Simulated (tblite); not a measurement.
**Saddle-point search of C4H5BCl2S**

- system: C4H5BCl2S
- method: GFN2-xTB saddle search (eigenvector following) and harmonic vibrations, gas phase (tblite 0.8.0)

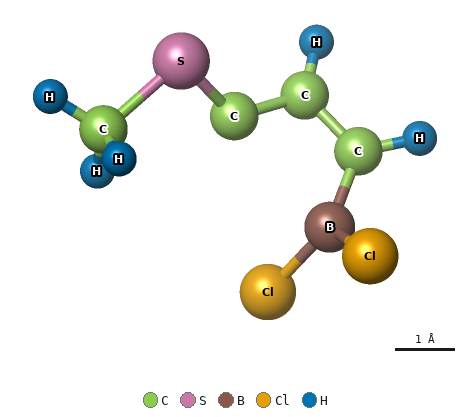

Fig. 1: The starting structure (ball-and-stick view, seen at a tilt). Bond lengths as drawn: B–C 1.56 Å, B–Cl 1.73 to 1.74 Å, C–C 1.36 to 1.40 Å, C–H 1.08 to 1.09 Å and C–S 1.63 to 1.84 Å.

Input:
```
{"job": {"xc": "GFN2-xTB", "basis": "xTB", "kind": "saddle"}, "charge": 0, "multiplicity": 1}
C      2.146263    -1.237449     0.767868
S      1.784131     0.531340     0.431820
C      0.151756     0.515776     0.519583
C     -0.700090     1.602141     0.289891
C     -1.662453     1.230078    -0.595234
B     -1.745696    -0.275243    -0.977824
Cl    -1.611351    -0.748822    -2.646155
Cl    -2.191487    -1.501867     0.157143
H      1.345785    -1.638445     1.378589
H      2.200808    -1.769390    -0.177030
H      3.102983    -1.294839     1.277325
H     -0.590686     2.600928     0.694975
H     -2.229963     1.985791    -1.120950
```

The first line tells a small driver script what to run in tblite; the rest is the geometry in Å.

Machine: 1 CPU thread, shared host.

Run as:
```bash
OMP_NUM_THREADS=1 python <driver script> task.json out
```

Log:
```
step      E/eV     max force
  0    -670.18997   0.0978
  1    -670.19015   0.0904
  2    -670.19086   0.0726
  3    -670.19127   0.1126
  4    -670.19231   0.0494
  5    -670.19275   0.0696
  6    -670.19344   0.0700
  7    -670.19372   0.0144
  8    -670.19286   0.1754
  9    -670.19390   0.0326
 10    -670.19384   0.0032
lowest wavenumbers (cm-1): -101.4 49.2 65.8 72.8 115.3 167.5
```

Trajectory as extended XYZ (Å, eV, eV/Å), 8 of the 11 frames kept, from step=0 to step=10:
```
13
Properties=species:S:1:pos:R:3:forces:R:3 step=0 energy=-670.18997
C     2.1463   -1.2374    0.7679   -0.0140   0.0050  -0.0040
S     1.7841    0.5313    0.4318   -0.0100  -0.0090  -0.0260
C     0.1518    0.5158    0.5196    0.0690   0.0310   0.0620
C    -0.7001    1.6021    0.2899    0.0170   0.0060  -0.0160
C    -1.6625    1.2301   -0.5952   -0.0080  -0.0950  -0.0150
B    -1.7457   -0.2752   -0.9778   -0.0510   0.0560  -0.0490
Cl   -1.6114   -0.7488   -2.6462    0.0020  -0.0030   0.0140
Cl   -2.1915   -1.5019    0.1571    0.0070   0.0000   0.0010
H     1.3458   -1.6384    1.3786    0.0020  -0.0050   0.0140
H     2.2008   -1.7694   -0.1770    0.0020   0.0200  -0.0120
H     3.1030   -1.2948    1.2773   -0.0230   0.0050   0.0140
H    -0.5907    2.6009    0.6950    0.0130  -0.0160   0.0120
H    -2.2300    1.9858   -1.1210   -0.0060   0.0060   0.0070
13
Properties=species:S:1:pos:R:3:forces:R:3 step=1 energy=-670.19015
C     2.1337   -1.2382    0.7453    0.0050  -0.0500   0.0120
S     1.7845    0.5337    0.4173   -0.0050  -0.0090  -0.0070
C     0.1525    0.5238    0.5139    0.0220   0.0110   0.0200
C    -0.6987    1.6128    0.2897    0.0030   0.0000  -0.0080
C    -1.6665    1.2311   -0.5850   -0.0010  -0.0350  -0.0090
B    -1.7327   -0.2801   -0.9502   -0.0140   0.0160  -0.0200
Cl   -1.5397   -0.7798   -2.6058   -0.0030   0.0040   0.0250
Cl   -2.2129   -1.4896    0.1908    0.0050   0.0060  -0.0090
H     1.2934   -1.6537    1.2948    0.0690   0.0260  -0.0430
H     2.2560   -1.7499   -0.2071   -0.0020   0.0370   0.0690
H     3.0551   -1.3018    1.3201   -0.0820   0.0000  -0.0380
H    -0.5837    2.6124    0.6901    0.0040  -0.0060   0.0030
H    -2.2411    1.9794   -1.1139   -0.0020   0.0010   0.0040
13
Properties=species:S:1:pos:R:3:forces:R:3 step=3 energy=-670.19127
C     2.1291   -1.2395    0.7313    0.0190  -0.0700   0.0110
S     1.7867    0.5319    0.3971    0.0030  -0.0030   0.0000
C     0.1562    0.5288    0.5108    0.0000   0.0000   0.0000
C    -0.6948    1.6187    0.2870    0.0000   0.0010   0.0000
C    -1.6697    1.2317   -0.5771    0.0010   0.0040   0.0060
B    -1.7307   -0.2817   -0.9322   -0.0030   0.0030   0.0060
Cl   -1.5202   -0.7943   -2.5787    0.0000  -0.0050  -0.0190
Cl   -2.2178   -1.4835    0.2137   -0.0020  -0.0040   0.0090
H     1.2512   -1.6677    1.2094    0.0910   0.0320  -0.0520
H     2.3322   -1.7374   -0.2158   -0.0150   0.0430   0.1030
H     3.0032   -1.3027    1.3771   -0.0940  -0.0030  -0.0620
H    -0.5747    2.6197    0.6819    0.0000  -0.0010  -0.0010
H    -2.2506    1.9761   -1.1044    0.0000   0.0010   0.0000
13
Properties=species:S:1:pos:R:3:forces:R:3 step=4 energy=-670.19231
C     2.1318   -1.2397    0.7304    0.0160  -0.0250   0.0080
S     1.7895    0.5297    0.3845   -0.0050  -0.0010   0.0010
C     0.1603    0.5294    0.5139    0.0100   0.0000   0.0000
C    -0.6918    1.6177    0.2850   -0.0010   0.0000  -0.0010
C    -1.6713    1.2312   -0.5737    0.0040   0.0020   0.0020
B    -1.7387   -0.2811   -0.9319   -0.0040  -0.0030  -0.0050
Cl   -1.5299   -0.7942   -2.5792   -0.0090   0.0020   0.0000
Cl   -2.2191   -1.4827    0.2167    0.0020  -0.0010   0.0000
H     1.2434   -1.6710    1.1806    0.0320   0.0080  -0.0180
H     2.3661   -1.7360   -0.2079   -0.0040   0.0170   0.0380
H     2.9844   -1.3003    1.4015   -0.0420   0.0020  -0.0260
H    -0.5696    2.6201    0.6761    0.0000  -0.0010  -0.0010
H    -2.2551    1.9770   -1.0960    0.0020   0.0000   0.0000
13
Properties=species:S:1:pos:R:3:forces:R:3 step=6 energy=-670.19344
C     2.1382   -1.2404    0.7207    0.0150  -0.0380   0.0080
S     1.7923    0.5286    0.3788    0.0010  -0.0030   0.0010
C     0.1614    0.5242    0.4976    0.0010   0.0000  -0.0010
C    -0.6859    1.6195    0.2792   -0.0010  -0.0010  -0.0010
C    -1.6744    1.2346   -0.5694    0.0020   0.0010   0.0010
B    -1.7464   -0.2815   -0.9143    0.0000   0.0000   0.0000
Cl   -1.5520   -0.8064   -2.5598   -0.0010   0.0000   0.0010
Cl   -2.2348   -1.4714    0.2441    0.0000   0.0010   0.0000
H     1.2178   -1.6983    1.0715    0.0520   0.0170  -0.0220
H     2.4784   -1.7109   -0.1990   -0.0170   0.0240   0.0590
H     2.9195   -1.2988    1.4749   -0.0510   0.0000  -0.0480
H    -0.5536    2.6218    0.6671    0.0000   0.0000  -0.0010
H    -2.2605    1.9789   -1.0913    0.0010   0.0000   0.0010
13
Properties=species:S:1:pos:R:3:forces:R:3 step=7 energy=-670.19372
C     2.1393   -1.2405    0.7203    0.0020  -0.0090   0.0000
S     1.7928    0.5284    0.3786    0.0010   0.0000   0.0000
C     0.1618    0.5235    0.4962   -0.0010   0.0000   0.0000
C    -0.6850    1.6193    0.2783    0.0000   0.0000   0.0000
C    -1.6747    1.2349   -0.5691    0.0000   0.0000   0.0000
B    -1.7482   -0.2814   -0.9132    0.0000   0.0000   0.0000
Cl   -1.5565   -0.8072   -2.5587    0.0000   0.0000   0.0010
Cl   -2.2363   -1.4702    0.2464    0.0000   0.0000   0.0010
H     1.2179   -1.7015    1.0598    0.0110   0.0040  -0.0060
H     2.4902   -1.7076   -0.1953   -0.0020   0.0050   0.0130
H     2.9115   -1.2988    1.4814   -0.0120   0.0000  -0.0080
H    -0.5516    2.6216    0.6656    0.0000   0.0000   0.0000
H    -2.2612    1.9793   -1.0904    0.0000   0.0000   0.0000
13
Properties=species:S:1:pos:R:3:forces:R:3 step=9 energy=-670.19390
C     2.1405   -1.2408    0.7181   -0.0060   0.0170  -0.0070
S     1.7942    0.5277    0.3747    0.0020   0.0010  -0.0010
C     0.1634    0.5236    0.4938   -0.0030   0.0000   0.0010
C    -0.6832    1.6199    0.2769    0.0000   0.0000   0.0000
C    -1.6751    1.2354   -0.5678    0.0000   0.0000   0.0000
B    -1.7508   -0.2814   -0.9095    0.0000   0.0000   0.0000
Cl   -1.5655   -0.8097   -2.5549    0.0000   0.0000   0.0000
Cl   -2.2364   -1.4682    0.2533   -0.0010   0.0000   0.0010
H     1.2136   -1.7081    1.0292   -0.0250  -0.0090   0.0060
H     2.5197   -1.7014   -0.1880    0.0120  -0.0100  -0.0250
H     2.8901   -1.2990    1.4997    0.0210   0.0000   0.0250
H    -0.5482    2.6225    0.6631    0.0000   0.0000   0.0000
H    -2.2623    1.9795   -1.0885    0.0000   0.0000   0.0000
13
Properties=species:S:1:pos:R:3:forces:R:3 step=10 energy=-670.19384
C     2.1395   -1.2407    0.7189    0.0000   0.0010   0.0000
S     1.7936    0.5280    0.3755    0.0000   0.0000   0.0000
C     0.1629    0.5242    0.4960    0.0010   0.0000   0.0000
C    -0.6842    1.6198    0.2780    0.0000   0.0000   0.0000
C    -1.6746    1.2349   -0.5683    0.0000   0.0000   0.0000
B    -1.7493   -0.2815   -0.9114    0.0000   0.0000   0.0000
Cl   -1.5609   -0.8086   -2.5568   -0.0010   0.0000   0.0000
Cl   -2.2352   -1.4695    0.2500    0.0000   0.0000   0.0000
H     1.2148   -1.7042    1.0443   -0.0020  -0.0010  -0.0020
H     2.5046   -1.7050   -0.1920    0.0030   0.0000  -0.0010
H     2.9004   -1.2990    1.4907   -0.0010   0.0000   0.0020
H    -0.5506    2.6224    0.6646    0.0000   0.0000   0.0000
H    -2.2612    1.9791   -1.0897    0.0000   0.0000   0.0000
```

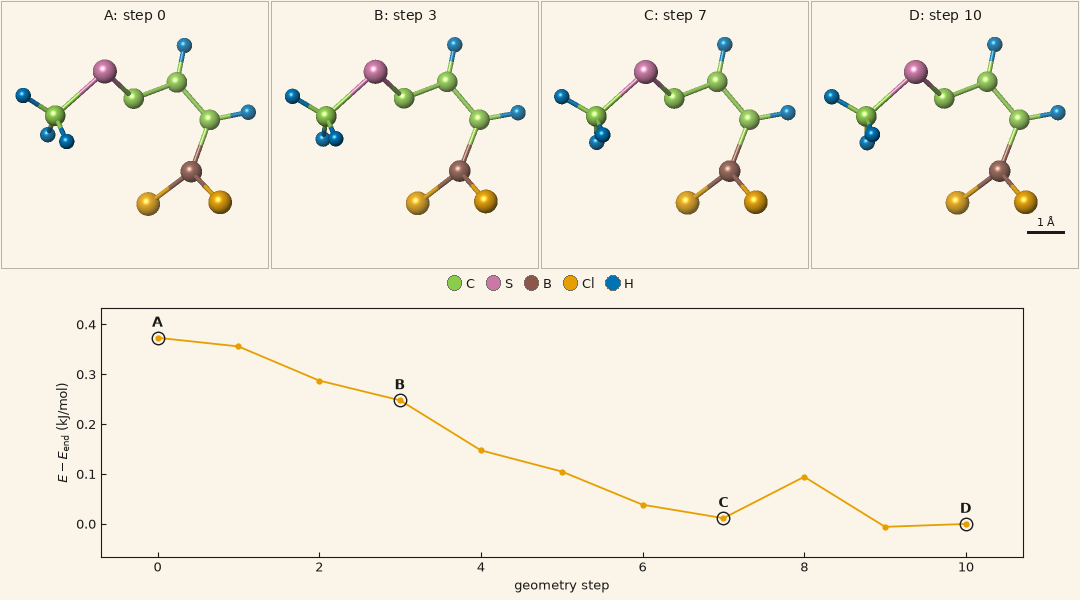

Fig. 2: Frames of the saddle-point search (ball-and-stick view, seen at a tilt) above the curves, on which the letters mark them (steps are counted from 0).

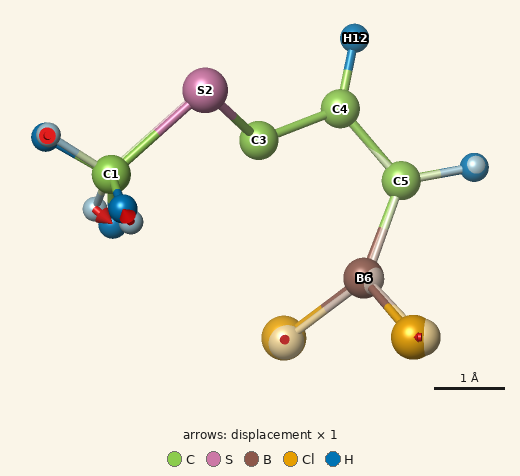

Fig. 3: Start (faint) and end (solid) with the displacements as red arrows, at true length (ball-and-stick view, seen at a tilt). The two geometries are laid on each other by the best rigid fit. The atom that moves furthest after the best rigid fit is H9 (0.36 Å). By element the largest moves are H 0.36 Å, Cl 0.12 Å, B 0.07 Å, S 0.06 Å, C 0.05 Å. The energy falls by 0.37 kJ/mol in 10 geometry steps. The largest force component goes from 0.095 to 0.003 eV/Å. (Atoms are counted from 1 in the order of the input.)

Summary:

```csv
quantity,value
outcome,converged
total energy,−670.1938 eV
point group,C1
wall time,6.5 s
peak memory,0.19 GiB
```
